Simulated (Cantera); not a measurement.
A closed system holds: 1 mol SF6, 0.11 mol SO2, 7.4 mol O2, at 0.230 bar.

Cantera equilibrium calculation (NASA polynomials, part measured and part estimated; ideal gas, pure solids and liquids). Candidate condensed phases: S; 45 gas species. Ions and electrons are included (thermal ionisation). Rates play no part.

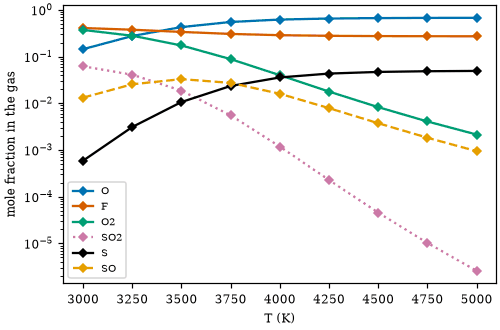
*Equilibrium gas composition (values under 1e-9 drawn at 1e-9)*

From 3000 K to 5000 K nothing is condensed.
